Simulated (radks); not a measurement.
# The first electron to leave Cu⁴⁺

Aim: remove one electron from each of the outer sub-shells of Cu⁴⁺ ([Ar] 3d7) in turn, let the ion relax, and find the cheapest removal. The parent's configuration is the lowest that an earlier search found at this level.

Program: radks (a radial shooting solver on a logarithmic mesh, Libxc functionals) version 1. Level of theory: scalar-relativistic Kohn-Sham, BLYP, spin-polarised, spherical densities, finite nucleus; open shells are filled with parallel spins first. These are calculated values, not measurements, unless marked.

3 further runs of the same task are left out: 3 set aside as unsound or not needed.

### Step 1. What is computed

| Property | Result |
| --- | --- |
| element | copper (Z = 29) |
| charge | +4 |
| electrons | 25 |
| configuration | [Ar] 3d7 |
| nuclear rms radius | 3.8823 fm |

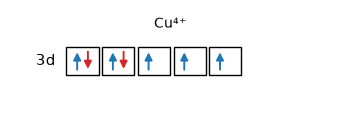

Outer shells as boxes.

In the logs a row gives level, spin channel, occupation and eigenvalue; Etot, Ekin, Encl (electron-nucleus), Eh (Hartree) and Exc are energies, all in hartree; err is the last residual, it the number of iterations.

### Step 2. The parent, Cu⁴⁺

The parent was computed earlier with the same settings: E = -1650.588854 hartree. Its outer levels (eV):

```tsv
level	occupation	energy (eV)
2p up	3	-990.16
2p down	3	-988.59
3s up	1	-185.22
3s down	1	-181.23
3p up	3	-142.14
3p down	3	-138.23
3d up	5	-72.507
3d down	2	-68.732
```

### Step 3. Remove 3d: [Ar] 3d6

Input:

```text
Z 29
configuration [Ar] 3d6
relativity scalar-relativistic
functional b88,lyp
spin polarised
nucleus finite rms 3.8823 fm
c 137.035999084
```

Output:

```text
1s      1   1.0000        -328.97048830
2s      1   1.0000         -42.78675811
2p      1   3.0000         -37.42918148
3s      1   1.0000          -7.75892830
3p      1   3.0000          -6.16456690
3d      1   5.0000          -3.58386095
1s      2   1.0000        -328.97042451
2s      2   1.0000         -42.67611409
2p      2   3.0000         -37.34557218
3s      2   1.0000          -7.54990444
3p      2   3.0000          -5.95953964
3d      2   1.0000          -3.38148247
Etot -1647.641717791259
Ekin 1672.514938402604
Encl -3881.209557940053
Eh 626.1207877557447
Exc -65.06788600955481
err 4.1878136887174997e-10
it 20
```

E − E(parent) = 80.196 eV.

### Step 4. Remove 3p: [Ne] 3s2 3p5 3d7

Settings, as their differences from step 3:

```diff
@@ -1,3 +1,3 @@
 Z 29
-configuration [Ar] 3d6
+configuration [Ne] 3s2 3p5 3d7
 relativity scalar-relativistic
```

Output:

```text
1s      1   1.0000        -329.17621439
2s      1   1.0000         -42.82687794
2p      1   3.0000         -37.49271599
3s      1   1.0000          -7.79224997
3p      1   3.0000          -6.19794584
3d      1   5.0000          -3.60646754
1s      2   1.0000        -329.15362779
2s      2   1.0000         -42.72826482
2p      2   3.0000         -37.40585960
3s      2   1.0000          -7.57032692
3p      2   2.0000          -5.98123421
3d      2   2.0000          -3.40204190
Etot -1645.0642369972118
Ekin 1669.8817610444164
Encl -3874.9039976567487
Eh 624.868168088339
Exc -64.91016847321812
err 3.4837246617656817e-09
it 20
```

E − E(parent) = 150.33 eV.

### Step 5. Remove 3s: [Ne] 3s1 3p6 3d7

Input:

```text
Z 29
configuration [Ne] 3s1 3p6 3d7
relativity scalar-relativistic
functional b88,lyp
spin polarised
nucleus finite rms 3.8823 fm
c 137.035999084
```

Output:

```text
1s      1   1.0000        -329.17743967
2s      1   1.0000         -42.84035212
2p      1   3.0000         -37.49796466
3s      1   1.0000          -7.80512494
3p      1   3.0000          -6.20922199
3d      1   5.0000          -3.61794564
1s      2   1.0000        -329.15075352
2s      2   1.0000         -42.73494836
2p      2   3.0000         -37.41234007
3s      2   0.0000          -7.57803195
3p      2   3.0000          -5.98969212
3d      2   2.0000          -3.41179848
Etot -1643.4754245290112
Ekin 1668.1755890103902
Encl -3871.444951235717
Eh 624.6536792935608
Exc -64.85974159724566
err 5.488175831417914e-09
it 19
```

E − E(parent) = 193.57 eV.

### Step 6. Remove 2p: [He] 2s2 2p5 3s2 3p6 3d7

Input:

```text
Z 29
configuration [He] 2s2 2p5 3s2 3p6 3d7
relativity scalar-relativistic
functional b88,lyp
spin polarised
nucleus finite rms 3.8823 fm
c 137.035999084
```

Output:

```text
1s      1   1.0000        -332.03497796
2s      1   1.0000         -44.36273621
2p      1   3.0000         -39.28462932
3s      1   1.0000          -7.93438799
3p      1   3.0000          -6.34880702
3d      1   5.0000          -3.73450330
1s      2   1.0000        -331.86899202
2s      2   1.0000         -44.00594385
2p      2   2.0000         -38.89970072
3s      2   1.0000          -7.75401745
3p      2   3.0000          -6.16859388
3d      2   2.0000          -3.55471416
Etot -1612.9983415329252
Ekin 1637.580664028154
Encl -3792.054916990896
Eh 604.650997146031
Exc -63.17508571621425
err 5.647347715859812e-09
it 20
```

E − E(parent) = 1022.9 eV.

### Step 7. Ion rearranged (move 3d to 4s after a removal): [Ar] 3d5 4s1

Input:

```text
Z 29
configuration [Ar] 3d5 4s1
relativity scalar-relativistic
functional b88,lyp
spin polarised
nucleus finite rms 3.8823 fm
c 137.035999084
```

Output:

```text
1s      1   1.0000        -329.42559530
2s      1   1.0000         -43.31260844
2p      1   3.0000         -37.94728182
3s      1   1.0000          -8.17497426
3p      1   3.0000          -6.57180491
3d      1   5.0000          -3.98371809
4s      1   1.0000          -2.49956541
1s      2   1.0000        -329.42062739
2s      2   1.0000         -43.15999743
2p      2   3.0000         -37.83088426
3s      2   1.0000          -7.89313644
3p      2   3.0000          -6.29481487
3d      2   0.0000          -3.70540545
4s      2   0.0000          -2.39549338
Etot -1646.5256093801818
Ekin 1671.4899531446335
Encl -3869.1995471511127
Eh 615.8435639998874
Exc -64.65957937359008
err 3.989902132786161e-09
it 20
```

E − E(parent) = 110.57 eV.

### Step 8. Ion rearranged (move 3d to 4p after a removal): [Ar] 3d5 4p1

Settings, as their differences from step 7:

```diff
@@ -1,3 +1,3 @@
 Z 29
-configuration [Ar] 3d5 4s1
+configuration [Ar] 3d5 4p1
 relativity scalar-relativistic
```

Output:

```text
1s      1   1.0000        -329.46281350
2s      1   1.0000         -43.35063848
2p      1   3.0000         -37.98528778
3s      1   1.0000          -8.21405235
3p      1   3.0000          -6.61052666
3d      1   5.0000          -4.02141407
4p      1   1.0000          -2.09803374
1s      2   1.0000        -329.45871289
2s      2   1.0000         -43.19896339
2p      2   3.0000         -37.86855534
3s      2   1.0000          -7.93302724
3p      2   3.0000          -6.33436991
3d      2   0.0000          -3.74455155
4p      2   0.0000          -2.00429615
Etot -1646.1027731750864
Ekin 1671.046985985207
Encl -3867.466390154912
Eh 614.9250900649721
Exc -64.60845907035343
err 1.2523814278062477e-09
it 19
```

E − E(parent) = 122.07 eV.

### Step 9. Results

```tsv
case	final configuration	Δ-SCF (eV)	−ε of the level emptied (eV)
remove 3d	[Ar] 3d6	80.196	68.732
ion rearranged (move 3d to 4s after a removal)	[Ar] 3d5 4s1	110.57	-
ion rearranged (move 3d to 4p after a removal)	[Ar] 3d5 4p1	122.07	-
remove 3p	[Ne] 3s2 3p5 3d7	150.33	138.23
remove 3s	[Ne] 3s1 3p6 3d7	193.57	181.23
remove 2p	[He] 2s2 2p5 3s2 3p6 3d7	1022.9	988.59
```

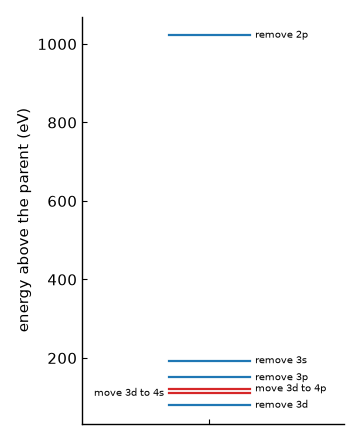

Cost of each removal (blue) and rearrangement (red).

In words: Removal from 3d costs least (80.196 eV), ahead of 3p (150.33 eV). 3d is also the highest occupied level of the parent. NIST lists 80 eV (semi-empirical), between the same two configurations. Open shells are spherical and high-spin; term and fine-structure splittings are not resolved.
